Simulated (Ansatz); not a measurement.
# FNSi2 (SMILES F[Si][N][Si]) (triplet): what the fields show

The calculation's input:

```
basis:
  gaussian:
    orbitals: def2-TZVPD
crystal:
  periodic: [false, false, false]
  atoms:
    - symbol: F
      position_ang: [-0.581670, 0.254885, -1.687785]
    - symbol: "N"
      position_ang: [1.473233, -1.172885, -0.307859]
    - symbol: Si
      position_ang: [-0.040116, -0.559270, -0.386887]
    - symbol: Si
      position_ang: [2.968839, -1.805933, -0.172758]
magnetization:
  spin_polarized: true
  initial_magnetization: 2
hamiltonian:
  xc: {name: PBE0}
output:
  forces: true
  orbitals: {seedname: orbitals}
```

Run with:

```sh
ansatz run input.yaml --threads 1 --pin off --max-ram 2610MiB --events-out events.jsonl --progress --plain --runs-dir runs
```

Geometry: B3LYP-D3(BJ)/6-311G**.

Method: isolated molecule in a Gaussian basis; Kohn-Sham density functional theory, functional PBE0 in Ansatz 0.2.0.

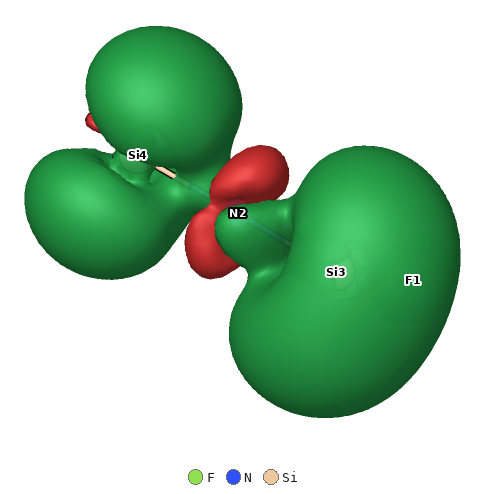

Figure 1. Isosurfaces of the spin density at +0.015 (green) and −0.015 e/Å³ (red), seen at an oblique angle.

### Describe the spin distribution.

The unpaired spin (2 electrons) lies mostly on Si3 (about 1.3), Si4 (about 0.6) and F1 (about 0.1), in electrons by Hirshfeld's partition.

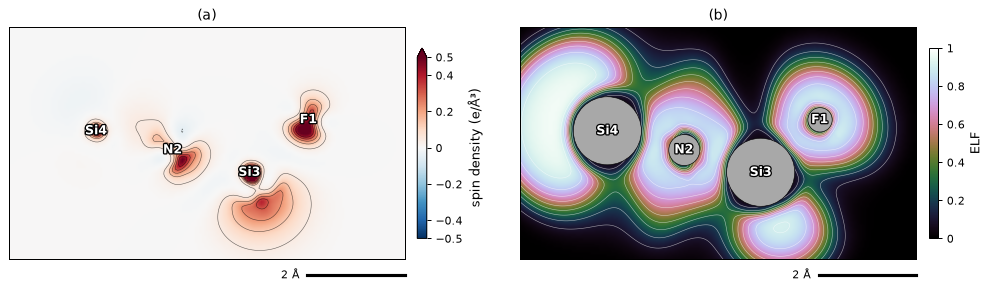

Figure 2. (a) spin density (α minus β); (b) electron localisation function on the molecular plane. Grey discs cover the atomic cores in the ELF map.

### What does the map show?

- The section cuts through F, N and Si sites.
- Si–F (1.63 Å): the ELF peaks at about 0.85 in the valence shell of F, 0.6 Å from its nucleus, and is about 0.55 at the midpoint.
- Si–N (1.63 Å): the ELF peaks at about 0.85 between the atoms; a polar covalent bond.
- The ELF also peaks beside Si3, F1, N2 and Si4, away from the bonds: non-bonding electrons, paired or unpaired.

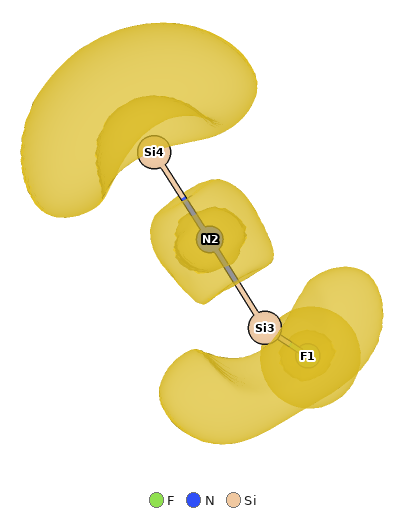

Figure 3. Isosurface of the ELF at 0.75 (yellow), seen at an oblique angle. Core shells and regions of very low density are left out.

### Identify the bonds, lone pairs and shells in this picture.

The surface consists of one region on N in which the atom's valence shell and bonds are merged, two lobes on Si, pointing away from the bonds (non-bonding electrons) and one region wrapped around F (its lone pairs, merged into a ring or cap).

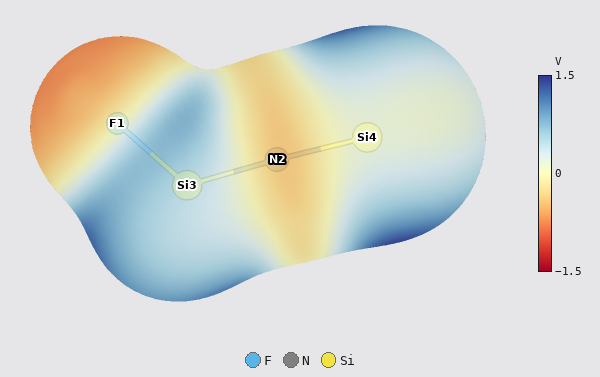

Figure 4. The molecular electrostatic potential painted on the density surface at 0.002 e/bohr³, seen across its widest extent; the colour scale runs from red (negative) to blue (positive).

### Which sites attract a positive test charge, and which a negative one?

A positive charge is drawn to the negative regions and a negative charge to the positive ones. The most negative region (about −0.7 V) lies over F1, the most positive (about +1.4 V) over Si4.
